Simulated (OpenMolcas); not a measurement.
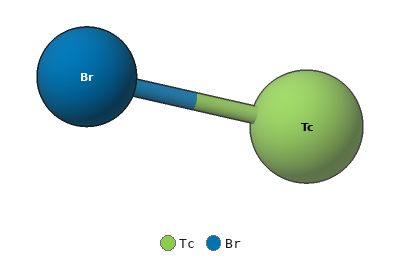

*The molecule at the reference distance of 2.500 Å.*

Relativistic diatomic calculation for TcBr (part 1 of 2)

System: TcBr.
Method: SA-CASSCF(12,9)/XMS-CASPT2 + RASSI spin-orbit (X2C scalar, AMFI), ANO-RCC-VDZP (OpenMolcas).

**Key numbers**

| quantity | value |
| --- | --- |
| outcome | converged; components of a degenerate state are split by 13 cm⁻¹ |
| lowest spin-free state | ⁷Σ |
| lowest spin-orbit level | Ω = 3, −6887.93170 hartree |
| next level | Ω = 2, 39 cm⁻¹ |
| hardware | 1 thread of Arm Neoverse N1, 98 GiB of memory available, shared host |
| wall time | 93 s |
| peak memory | 0.31 GiB |

**Remarks**

To bear in mind: the two components of ⁵Δ at 1.04 eV, degenerate in CASSCF as they must be, are split by 13 cm⁻¹ in XMS-CASPT2, an artefact that passes into its spin-orbit levels; 6 of the 102 spin-orbit states have no clean Ω, so their splittings aren't to be trusted.

**The input**
```
&GATEWAY
Coord
2
angstrom
Tc 0.0 0.0 0.0
Br 0.0 0.0 2.5000
Basis=ANO-RCC-VDZP
Group=XY
RX2C
AMFI
ANGMom
0.0 0.0 0.0
RICD
&SEWARD
&GUESSORB
&RASSCF
FileOrb=$CurrDir/o51.orb
Symmetry=1
Spin=5
nActEl=12 0 0
Inactive=19 14
RAS2=5 4
CIRoot=9 9 1
Linear
Iterations=120 100
OrbListing=Nothing
PRWF=0.15
>>COPY $Project.RasOrb $CurrDir/o51.orb
>>COPY $Project.rasscf.h5 $CurrDir/r51.h5
&CASPT2
XMultistate=all
Imaginary=0.2
IPEA=0.25
MaxIter=40
>>COPY $Project.JobMix JOB001
&RASSCF
FileOrb=$CurrDir/o52.orb
Symmetry=2
Spin=5
nActEl=12 0 0
Inactive=19 14
RAS2=5 4
CIRoot=10 10 1
Linear
Iterations=120 100
OrbListing=Nothing
PRWF=0.15
>>COPY $Project.RasOrb $CurrDir/o52.orb
>>COPY $Project.rasscf.h5 $CurrDir/r52.h5
&CASPT2
XMultistate=all
Imaginary=0.2
IPEA=0.25
MaxIter=40
>>COPY $Project.JobMix JOB002
&RASSCF
CIOnly
FileOrb=$CurrDir/ref.orb
Symmetry=1
Spin=7
nActEl=12 0 0
Inactive=19 14
RAS2=5 4
CIRoot=1 1 1
Linear
Iterations=120 100
OrbListing=Nothing
PRWF=0.15
>>COPY $Project.RasOrb $CurrDir/o71.orb
>>COPY $Project.rasscf.h5 $CurrDir/r71.h5
&CASPT2
XMultistate=all
Imaginary=0.2
IPEA=0.25
MaxIter=40
>>COPY $Project.JobMix JOB003
&RASSI
Nr of JobIphs=3 9 10 1
1 2 3 4 5 6 7 8 9
1 2 3 4 5 6 7 8 9 10
1
SpinOrbit
EJob
Omega
MEES
MESO
Properties=4
'AngMom' 3 'Mltpl  1' 1 'Mltpl  1' 2 'Mltpl  1' 3
Thrs=1.0d-4
>>COPY $Project.rassi.h5 $CurrDir/so.h5
```

The first orbital files come from an earlier step.

Command:
```bash
pymolcas m.inp (one call a module block, same work directory)
```

**Output (extracts)**
```
++    Wave function specifications:
      Number of closed shell electrons          66
      Number of electrons in active shells      12
      Number of inactive orbitals               33
      Number of active orbitals                  9
      Number of secondary orbitals              28
      Spin quantum number                      2.0
      State symmetry                             1
++    Orbital specifications:
      Symmetry species                           1   2
                                                 a   b
      Frozen orbitals                            0   0
      Inactive orbitals                         19  14
      Active orbitals                            5   4
      RAS2 orbitals                              5   4
      Secondary orbitals                        14  14
      Number of basis functions                 38  32
      printout of CI-coefficients larger than  0.15 for root  1
      energy=   -6887.468224
      conf/sym  11111 2222     Coeff  Weight
           199  2uu20 uu22   0.87095 0.75855
           355  uuu2d uu22   0.45123 0.20361
      printout of CI-coefficients larger than  0.15 for root  2
      energy=   -6887.455355
      conf/sym  11111 2222     Coeff  Weight
           211  uu220 uu22  -0.97359 0.94787
      printout of CI-coefficients larger than  0.15 for root  3
      energy=   -6887.455355
      conf/sym  11111 2222     Coeff  Weight
           205  u2u20 uu22  -0.97359 0.94787
      printout of CI-coefficients larger than  0.15 for root  4
      energy=   -6887.442702
      conf/sym  11111 2222     Coeff  Weight
           199  2uu20 uu22  -0.45450 0.20657
           307  udu2u uu22  -0.18275 0.03340
           355  uuu2d uu22   0.83499 0.69720
           507  uuu2u du22   0.16604 0.02757
      printout of CI-coefficients larger than  0.15 for root  5
      energy=   -6887.421268
      conf/sym  11111 2222     Coeff  Weight
           289  2u02u uu22   0.40647 0.16521
           331  0u22u uu22   0.89494 0.80092
      printout of CI-coefficients larger than  0.15 for root  6
      energy=   -6887.421268
      conf/sym  11111 2222     Coeff  Weight
           301  20u2u uu22  -0.40647 0.16521
           313  02u2u uu22   0.89494 0.80092
      printout of CI-coefficients larger than  0.15 for root  7
      energy=   -6887.412977
      conf/sym  11111 2222     Coeff  Weight
           307  udu2u uu22  -0.28093 0.07892
           319  uud2u uu22   0.16220 0.02631
           355  uuu2d uu22  -0.29179 0.08514
           507  uuu2u du22   0.69148 0.47815
           508  uuu2u ud22  -0.56459 0.31876
      printout of CI-coefficients larger than  0.15 for root  8
      energy=   -6887.408116
      conf/sym  11111 2222     Coeff  Weight
           295  u202u uu22   0.18999 0.03610
           307  udu2u uu22  -0.48057 0.23095
           319  uud2u uu22  -0.83237 0.69284
           325  u022u uu22  -0.18999 0.03610
      printout of CI-coefficients larger than  0.15 for root  9
      energy=   -6887.408116
      conf/sym  11111 2222     Coeff  Weight
           295  u202u uu22  -0.67963 0.46190
           319  uud2u uu22  -0.23269 0.05415
           325  u022u uu22   0.67963 0.46190
      Natural orbitals and occupation numbers for root  1
      sym 1:   1.862534   1.000032   1.000032   1.997754   0.139687
      sym 2:   1.001245   1.001245   1.998736   1.998736
      Natural orbitals and occupation numbers for root  2
      sym 1:   1.000504   0.999993   1.960843   1.994247   0.044449
      sym 2:   1.000590   1.000590   1.999391   1.999391
      Natural orbitals and occupation numbers for root  3
      sym 1:   1.000504   1.960843   0.999993   1.994247   0.044449
      sym 2:   1.000590   1.000590   1.999391   1.999391
      Natural orbitals and occupation numbers for root  4
      sym 1:   1.406394   1.000042   1.000042   1.998304   0.595304
      sym 2:   1.001550   1.001550   1.998407   1.998407
      Natural orbitals and occupation numbers for root  5
      sym 1:   0.363137   0.999984   1.643711   1.993794   0.999410
      sym 2:   1.001245   1.001245   1.998737   1.998737
      Natural orbitals and occupation numbers for root  6
      sym 1:   0.363137   1.643711   0.999984   1.993794   0.999410
      sym 2:   1.001245   1.001245   1.998737   1.998737
      Natural orbitals and occupation numbers for root  7
      sym 1:   1.019498   1.000544   1.000544   1.995867   0.983817
      sym 2:   1.002445   1.002445   1.997420   1.997420
      Natural orbitals and occupation numbers for root  8
      sym 1:   1.000724   1.000466   1.000465   1.998406   1.000004
      sym 2:   1.000718   1.000718   1.999249   1.999249
      Natural orbitals and occupation numbers for root  9
      sym 1:   1.000724   1.000466   1.000465   1.998405   1.000004
      sym 2:   1.000718   1.000718   1.999249   1.999249
      RASSCF energy for state  9                  -6887.40811569
::    RASSCF root number  1 Total energy:  -6887.46822386
::    RASSCF root number  2 Total energy:  -6887.45535511
::    RASSCF root number  3 Total energy:  -6887.45535511
::    RASSCF root number  4 Total energy:  -6887.44270161
::    RASSCF root number  5 Total energy:  -6887.42126779
::    RASSCF root number  6 Total energy:  -6887.42126779
::    RASSCF root number  7 Total energy:  -6887.41297747
::    RASSCF root number  8 Total energy:  -6887.40811569
::    RASSCF root number  9 Total energy:  -6887.40811569
      Von Neumann Entropy (Root   1) =  2.36673
++    Wave function specifications:
      Number of closed shell electrons           8
      Number of electrons in active shells      12
      Number of inactive orbitals                4
      Number of active orbitals                  9
      Number of secondary orbitals              28
      Spin quantum number                      2.0
      State symmetry                             1
      Number of CSFs                           530
      Number of CASSCF root(s) available         9
      CASPT2 state passed to geometry opt.       9
      A file JOBMIX will be created
      This is a MULTI-STATE CASSCF reference
      Number of CI roots used                    9
      These are:                                 1   2   3   4   5   6   7   8   9
      Off-diagonal elements of Heff are computed
  FINAL CASPT2 RESULT:
      Reference energy:       -6887.4682238643
      E2 (Non-variational):      -0.4375650870
      Shift correction:          -0.0038845113
      E2 (Variational):          -0.4414495983
      Total energy:           -6887.9096734626
      Reference weight:           0.85632
  FINAL CASPT2 RESULT:
      Reference energy:       -6887.4553551069
      E2 (Non-variational):      -0.4338786721
      Shift correction:          -0.0033383979
      E2 (Variational):          -0.4372170700
      Total energy:           -6887.8925721768
      Reference weight:           0.86164
  FINAL CASPT2 RESULT:
      Reference energy:       -6887.4553551068
      E2 (Non-variational):      -0.4338807594
      Shift correction:          -0.0033387807
      E2 (Variational):          -0.4372195400
      Total energy:           -6887.8925746468
      Reference weight:           0.86164
  FINAL CASPT2 RESULT:
      Reference energy:       -6887.4427016080
      E2 (Non-variational):      -0.4302451977
      Shift correction:          -0.0045248139
      E2 (Variational):          -0.4347700116
      Total energy:           -6887.8774716196
      Reference weight:           0.85165
  FINAL CASPT2 RESULT:
      Reference energy:       -6887.4212677890
      E2 (Non-variational):      -0.4197215888
      Shift correction:          -0.0030533357
      E2 (Variational):          -0.4227749245
      Total energy:           -6887.8440427135
      Reference weight:           0.86586
  FINAL CASPT2 RESULT:
      Reference energy:       -6887.4212677890
      E2 (Non-variational):      -0.4197222564
      Shift correction:          -0.0030535424
      E2 (Variational):          -0.4227757988
      Total energy:           -6887.8440435878
      Reference weight:           0.86586
  FINAL CASPT2 RESULT:
      Reference energy:       -6887.4129774735
      E2 (Non-variational):      -0.4205181261
      Shift correction:          -0.0034645848
      E2 (Variational):          -0.4239827109
      Total energy:           -6887.8369601844
      Reference weight:           0.86266
  FINAL CASPT2 RESULT:
      Reference energy:       -6887.4081156872
      E2 (Non-variational):      -0.4180071098
      Shift correction:          -0.0030294732
      E2 (Variational):          -0.4210365831
      Total energy:           -6887.8291522703
      Reference weight:           0.86573
  FINAL CASPT2 RESULT:
      Reference energy:       -6887.4081156872
      E2 (Non-variational):      -0.4180264617
      Shift correction:          -0.0030249303
      E2 (Variational):          -0.4210513919
      Total energy:           -6887.8291670791
      Reference weight:           0.86575
       Total XMS-CASPT2 energies:
::    XMS-CASPT2 Root  1     Total energy:  -6887.91132309
::    XMS-CASPT2 Root  2     Total energy:  -6887.89295796
::    XMS-CASPT2 Root  3     Total energy:  -6887.89290048
::    XMS-CASPT2 Root  4     Total energy:  -6887.87616683
::    XMS-CASPT2 Root  5     Total energy:  -6887.84371470
::    XMS-CASPT2 Root  6     Total energy:  -6887.84365998
::    XMS-CASPT2 Root  7     Total energy:  -6887.83661535
::    XMS-CASPT2 Root  8     Total energy:  -6887.82916710
::    XMS-CASPT2 Root  9     Total energy:  -6887.82915225
++    Wave function specifications:
      Number of closed shell electrons          66
      Number of electrons in active shells      12
      Number of inactive orbitals               33
      Number of active orbitals                  9
      Number of secondary orbitals              28
      Spin quantum number                      2.0
      State symmetry                             2
      printout of CI-coefficients larger than  0.15 for root  1
      energy=   -6887.455978
      conf/sym  11111 2222     Coeff  Weight
           436  uuu20 u222  -0.93594 0.87598
           496  0uu2u u222  -0.26906 0.07239
      printout of CI-coefficients larger than  0.15 for root  2
      energy=   -6887.455978
      conf/sym  11111 2222     Coeff  Weight
           435  uuu20 2u22  -0.93594 0.87598
           495  0uu2u 2u22  -0.26906 0.07239
      printout of CI-coefficients larger than  0.15 for root  3
      energy=   -6887.416268
      conf/sym  11111 2222     Coeff  Weight
           275  2uu2u u022   0.52571 0.27637
           299  u2u2u u022   0.44039 0.19395
           324  uu22u 0u22   0.44039 0.19395
           487  uu02u 2u22   0.19339 0.03740
           492  u0u2u u222   0.19339 0.03740
           496  0uu2u u222  -0.47511 0.22573
      printout of CI-coefficients larger than  0.15 for root  4
      energy=   -6887.416268
      conf/sym  11111 2222     Coeff  Weight
           276  2uu2u 0u22   0.52571 0.27637
           300  u2u2u 0u22  -0.44039 0.19395
           323  uu22u u022   0.44039 0.19395
           488  uu02u u222  -0.19339 0.03740
           491  u0u2u 2u22   0.19339 0.03740
           495  0uu2u 2u22   0.47511 0.22573
      printout of CI-coefficients larger than  0.15 for root  5
      energy=   -6887.415502
      conf/sym  11111 2222     Coeff  Weight
           300  u2u2u 0u22  -0.60588 0.36709
           323  uu22u u022  -0.60588 0.36709
           488  uu02u u222   0.34788 0.12102
           491  u0u2u 2u22   0.34788 0.12102
      printout of CI-coefficients larger than  0.15 for root  6
      energy=   -6887.415502
      conf/sym  11111 2222     Coeff  Weight
           299  u2u2u u022  -0.60588 0.36709
           324  uu22u 0u22   0.60588 0.36709
           487  uu02u 2u22   0.34788 0.12102
           492  u0u2u u222  -0.34788 0.12102
      printout of CI-coefficients larger than  0.15 for root  7
      energy=   -6887.397055
      conf/sym  11111 2222     Coeff  Weight
           276  2uu2u 0u22  -0.21188 0.04489
           300  u2u2u 0u22   0.34244 0.11726
           323  uu22u u022  -0.34244 0.11726
           435  uuu20 2u22  -0.28489 0.08116
           488  uu02u u222  -0.18466 0.03410
           491  u0u2u 2u22   0.18467 0.03410
           495  0uu2u 2u22   0.73477 0.53989
      printout of CI-coefficients larger than  0.15 for root  8
      energy=   -6887.397055
      conf/sym  11111 2222     Coeff  Weight
           275  2uu2u u022  -0.21188 0.04489
           299  u2u2u u022  -0.34244 0.11726
           324  uu22u 0u22  -0.34244 0.11726
           436  uuu20 u222   0.28489 0.08116
           487  uu02u 2u22   0.18467 0.03410
           492  u0u2u u222   0.18466 0.03410
           496  0uu2u u222  -0.73478 0.53989
      printout of CI-coefficients larger than  0.15 for root  9
      energy=   -6887.378506
      conf/sym  11111 2222     Coeff  Weight
           275  2uu2u u022   0.74772 0.55909
           299  u2u2u u022  -0.30816 0.09496
           324  uu22u 0u22  -0.30816 0.09496
           487  uu02u 2u22  -0.30166 0.09100
           492  u0u2u u222  -0.30166 0.09100
      printout of CI-coefficients larger than  0.15 for root 10
      energy=   -6887.378506
      conf/sym  11111 2222     Coeff  Weight
           276  2uu2u 0u22  -0.74772 0.55909
           300  u2u2u 0u22  -0.30816 0.09496
           323  uu22u u022   0.30816 0.09496
           488  uu02u u222  -0.30166 0.09100
           491  u0u2u 2u22   0.30166 0.09100
      Natural orbitals and occupation numbers for root  1
      sym 1:   0.999651   1.016244   1.015732   1.994227   0.053382
      sym 2:   0.985394   1.936609   1.998940   1.999821
      Natural orbitals and occupation numbers for root  2
      sym 1:   0.999651   1.016244   1.015732   1.994227   0.053382
      sym 2:   1.936609   0.985394   1.999821   1.998940
      Natural orbitals and occupation numbers for root  3
      sym 1:   0.953705   1.265044   1.166444   1.996481   1.001038
      sym 2:   0.837012   0.787996   1.997278   1.995003
      Natural orbitals and occupation numbers for root  4
      sym 1:   0.953705   1.265044   1.166445   1.996481   1.001038
      sym 2:   0.787997   0.837011   1.995002   1.997278
      Natural orbitals and occupation numbers for root  5
      sym 1:   1.001062   1.253479   1.253484   1.997534   1.000158
      sym 2:   0.750849   0.750844   1.996294   1.996295
      Natural orbitals and occupation numbers for root  6
      sym 1:   1.001062   1.253483   1.253479   1.997534   1.000158
      sym 2:   0.750850   0.750844   1.996294   1.996295
      Natural orbitals and occupation numbers for root  7
      sym 1:   0.406308   1.109938   1.090614   1.994671   0.998376
      sym 2:   1.493468   0.913660   1.997036   1.995928
      Natural orbitals and occupation numbers for root  8
      sym 1:   0.406308   1.109938   1.090614   1.994671   0.998376
      sym 2:   0.913660   1.493468   1.995928   1.997036
      Natural orbitals and occupation numbers for root  9
      sym 1:   1.663301   0.900867   1.006090   1.995362   1.002625
      sym 2:   0.998483   0.453845   1.995585   1.983842
      Natural orbitals and occupation numbers for root 10
      sym 1:   1.663301   0.900866   1.006091   1.995362   1.002625
      sym 2:   0.453845   0.998482   1.983842   1.995585
      RASSCF energy for state 10                  -6887.37850579
::    RASSCF root number  1 Total energy:  -6887.45597785
::    RASSCF root number  2 Total energy:  -6887.45597784
::    RASSCF root number  3 Total energy:  -6887.41626763
::    RASSCF root number  4 Total energy:  -6887.41626762
::    RASSCF root number  5 Total energy:  -6887.41550199
::    RASSCF root number  6 Total energy:  -6887.41550199
::    RASSCF root number  7 Total energy:  -6887.39705544
::    RASSCF root number  8 Total energy:  -6887.39705544
::    RASSCF root number  9 Total energy:  -6887.37850579
::    RASSCF root number 10 Total energy:  -6887.37850579
      Von Neumann Entropy (Root   1) =  2.18555
++SPIN-FREE ENERGIES:
  (Shifted by EMIN (a.u.) =      -6887.9311758290)
 SF State       Relative EMIN(au)   Rel lowest level(eV)    D:o, cm**(-1)      Abs_M
    20             0.0000000000        0.0000000000              0.0000         0.0
     1             0.0198527403        0.5402205831           4357.1728         0.0
    10             0.0378442434        1.0297943236           8305.8514         1.0
    11             0.0378442636        1.0297948751           8305.8558         1.0
     2             0.0382178721        1.0399612788           8387.8534         2.0
     3             0.0382753444        1.0415251809           8400.4671         2.0
     4             0.0550090022        1.4968712052          12073.0805         0.0
     5             0.0874611248        2.3799384480          19195.4981         2.0
     6             0.0875158496        2.3814275856          19207.5088         2.0
     7             0.0945604752        2.5731216132          20753.6254         0.0
    12             0.0970706418        2.6414267266          21304.5433         1.0
    13             0.0970706743        2.6414276109          21304.5505         1.0
    14             0.1017167912        2.7678548925          22324.2552         3.0
    15             0.1017168528        2.7678565691          22324.2688         3.0
     8             0.1020087296        2.7757989423          22388.3283         4.0
     9             0.1020235816        2.7762030846          22391.5880         4.0
    16             0.1157362076        3.1493426476          25401.1615         1.0
    17             0.1157362212        3.1493430173          25401.1645         1.0
    18             0.1299308309        3.5355980240          28516.5212         1.0
    19             0.1299308611        3.5355988476          28516.5279         1.0
```

(Continued in part 2.)
